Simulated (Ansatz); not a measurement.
## Electronic structure of CH3OSn (charge −1) in real space

Input file:

```
crystal:
  periodic: [false, false, false]
  atoms:
    - {symbol: O, position_ang: [0.723046, -2.136620, 1.304236]}
    - {symbol: C, position_ang: [-0.259864, -1.641711, 1.550351]}
    - {symbol: Sn, position_ang: [0.503263, 0.938238, -1.123991]}
    - {symbol: H, position_ang: [-0.685009, -0.409716, -1.091696]}
    - {symbol: H, position_ang: [-0.777682, 2.183053, -1.307513]}
    - {symbol: H, position_ang: [0.496243, 1.066757, 0.668613]}
basis:
  gaussian: {orbitals: "def2-TZVPPD.json"}
total_charge: -1
hamiltonian: {xc: pbe0, dispersion: d4}
output: {orbitals: {seedname: orbitals}}
```

Command:

```sh
ansatz run in.yaml --threads 2 --pin off --events-out ev --progress --plain --max-ram 4352MiB
```

Geometry: PBE0-D4/def2-TZVPD; core potentials replace the inner electrons of Sn; at this geometry the atoms fall into two loosely joined parts.

These are results of Ansatz, RKS PBE0-D4/def2-TZVPPD, not measurements.

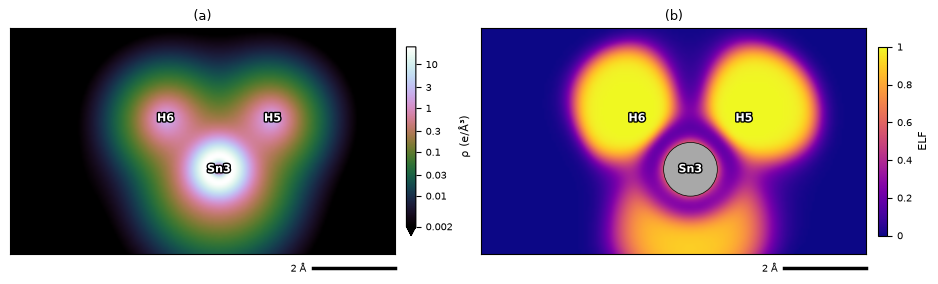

Figure 1. (a) electron density; (b) ELF on the plane of atoms H5, Sn3 and H6. Grey discs cover the atomic cores in the ELF map.

### What do the fields say about this system?

- The plane passes through Sn and H nuclei.
- Sn–H (1.80 Å): ρ is about 0.91 e/Å³ halfway; the ELF climbs to about 1 towards the hydrogen.

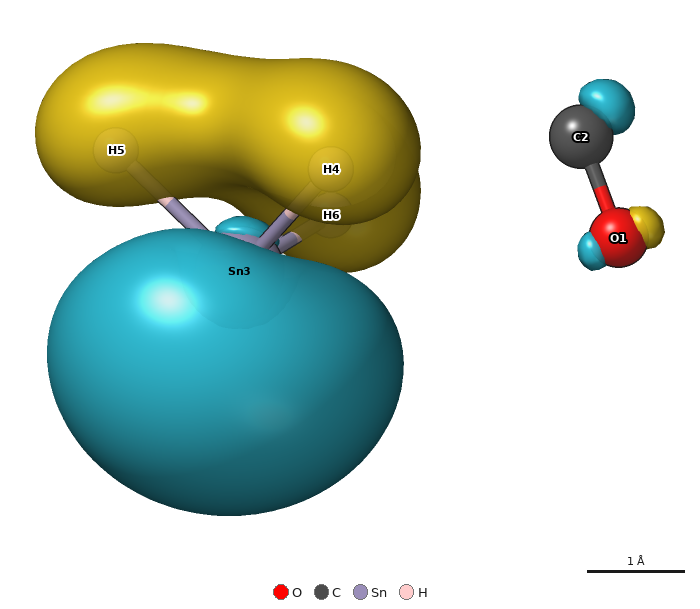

Figure 2. The HOMO at ±0.08 Å⁻³ᐟ² (yellow and cyan are the two phases), seen from one side.

### Where does this orbital lie, and at what energy?

Its weight (Hirshfeld) is mainly on Sn3 (about 75 %), H5 (about 10 %), H6 (about 5 %) and H4 (about 5 %). Its energy is −0.54 eV.

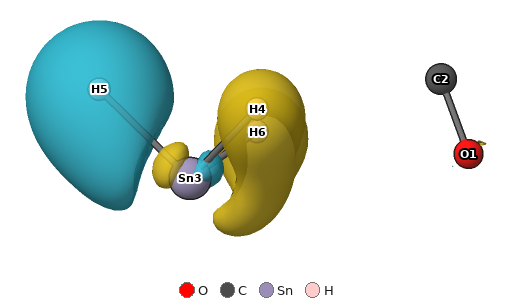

Figure 3. The HOMO−1 at ±0.15 Å⁻³ᐟ² (yellow and cyan are the two phases), seen from one side.

### Where does this orbital lie, and at what energy?

By Hirshfeld shares it lies mainly on Sn3 (about 40 %), H5 (about 35 %), H6 (about 10 %) and H4 (about 10 %). Its energy is −2.77 eV.
